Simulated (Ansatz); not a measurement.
## Electronic structure of BHOSi in real space

```csv
atom,x (Å),y (Å),z (Å)
B,-0.6304,-1.7797,0.3694
Si,0.9027,0.7584,0.0484
O,-0.0917,-0.6147,0.1685
H,-0.1806,1.6359,-0.5863
```

Theory: Ansatz 0.2.0, RKS PBE0-D4/6-31G*.

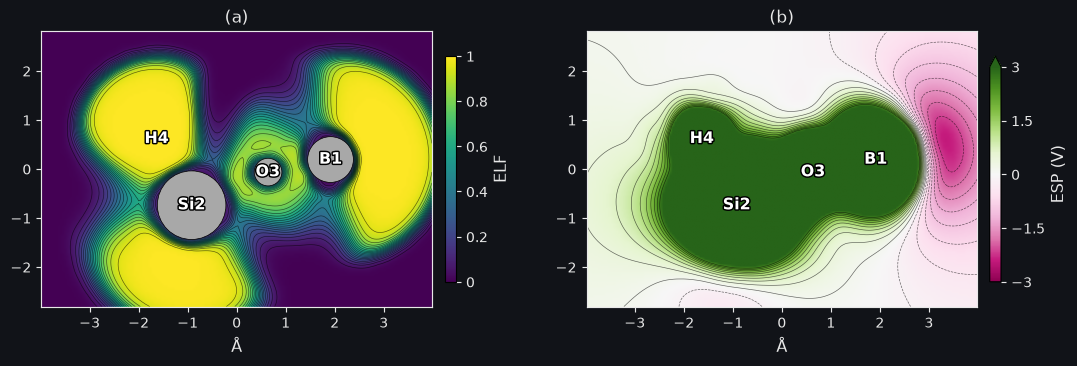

Figure 1. (a) electron localisation function; (b) molecular electrostatic potential on the molecular plane. Grey discs cover the atomic cores in the ELF map.

> Read the bonding off the picture.

- The plane passes through B, Si, O and H nuclei.
- B–O (1.30 Å): the ELF peaks at about 0.90 between the atoms, as expected for a shared but strongly polarised pair.
- Si–O (1.70 Å): the ELF peaks at about 0.85 between the atoms: a polar covalent bond.
- Si–H (1.53 Å): the ELF climbs to about 1 towards the hydrogen, as it does in any bond to H.
- The ELF also peaks beside Si2, B1 and O3, away from the bonds: lone-pair regions.
- Outside the dense part of the molecule the potential is most negative (−2.4 V) near O3.

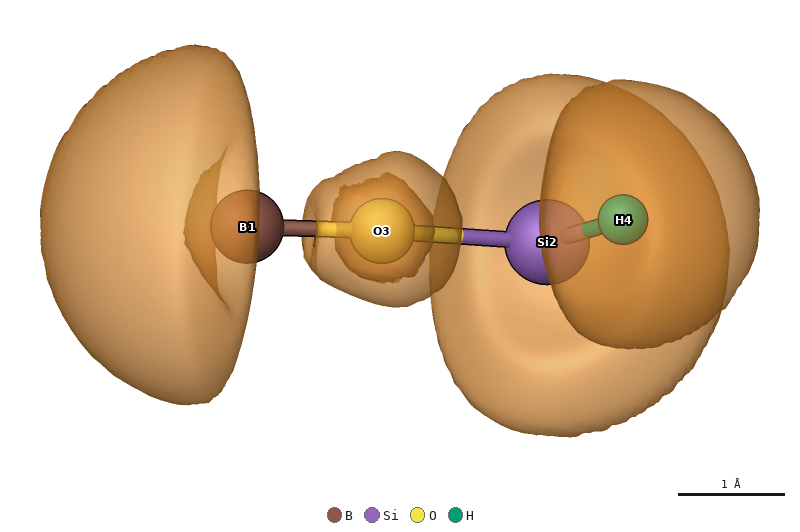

Figure 2. Isosurface of the ELF at 0.8 (orange), seen from one side. Core shells and regions of very low density are left out.

> Describe the localisation domains.

At this value the surface marks out one region around a hydrogen nucleus, one region on O in which the atom's valence shell and bonds are merged, one lobe on B, pointing away from the bonds (lone pairs) and one lobe on Si, pointing away from the bonds (lone pairs).

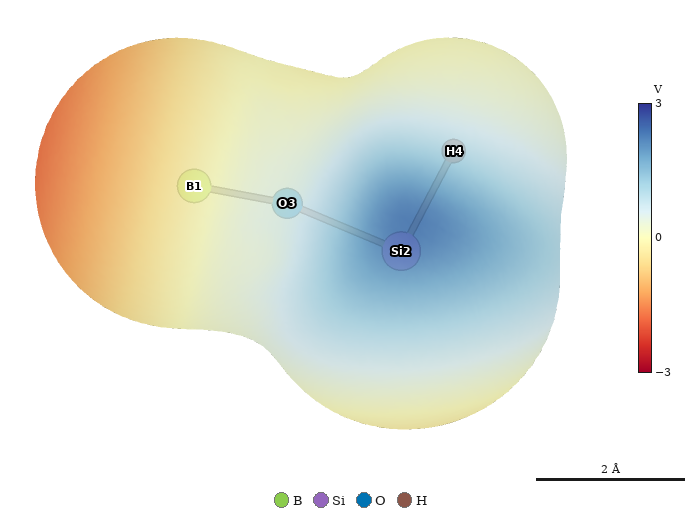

Figure 3. The electrostatic potential painted on the density surface at 0.001 e/bohr³, seen across its widest extent; the colour scale runs from red (negative) to blue (positive).

> Describe the electrostatic potential map.

The most negative region (about −1.7 V, or −39 kcal/mol for a unit charge) lies over O3, the most positive (about +2.3 V, or +53 kcal/mol for a unit charge) over Si2. O3 is the likeliest acceptor of a hydrogen bond.

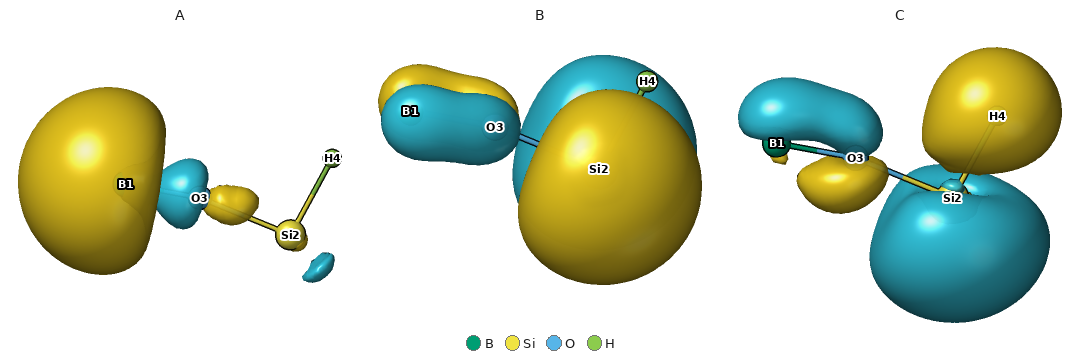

Figure 4. Three frontier orbitals at ±0.1 Å⁻³ᐟ² (yellow and cyan are the two phases), in no order.

> Which picture is the HOMO−1, the HOMO and the LUMO?

C is the HOMO−1 (−7.43 eV). By Hirshfeld shares it lies mainly on Si2 (about 65 %), H4 (about 20 %) and O3 (about 10 %); it is symmetric in the molecular plane (an in-plane orbital: σ, lone-pair or in-plane π type). A is the HOMO (−6.45 eV). It lies mainly on B1 (about 90 %) and O3 (about 5 %); it is symmetric in the molecular plane (an in-plane orbital: σ, lone-pair or in-plane π type). B is the LUMO (−3.21 eV). Its weight (Hirshfeld) is mainly on Si2 (about 85 %), O3 (about 5 %) and B1 (about 5 %); it changes sign across the molecular plane (π type).

> What is the HOMO–LUMO gap?

3.24 eV between the orbital energies.
